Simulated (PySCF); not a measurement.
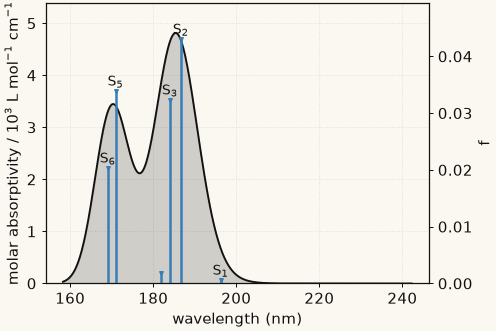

Vertical TDDFT excitations, PBE0/def2-SVPD with PySCF, at a GFN2-xTB geometry (no frequency check), gas phase. Only the first 6 singlet excitations are included; each is broadened by a Gaussian of 1/e half-width 0.25 eV. Sticks give oscillator strengths (right axis).

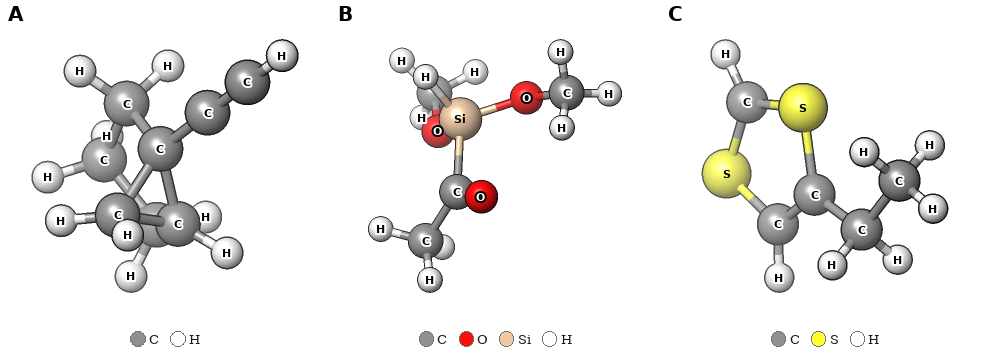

### Whose absorption spectrum is this? Choose among the lettered structures. Charge and spin: A neutral singlet; B neutral singlet; C +1 singlet.

Structure A, C₈H₁₀, SMILES C#C[C@@]12CCC[C@@H]1C2. Its lowest singlet lies at 6.32 eV (f = 0.001) and the brightest of those computed is S2 at 6.64 eV (187 nm), f = 0.043, mixed, the largest part being HOMO → LUMO+1 (31 %).

Caveats: states above the negative HOMO energy depend on the basis; the tight-binding geometry is rougher than a DFT one and adds to the error; core orbitals are frozen in the response.
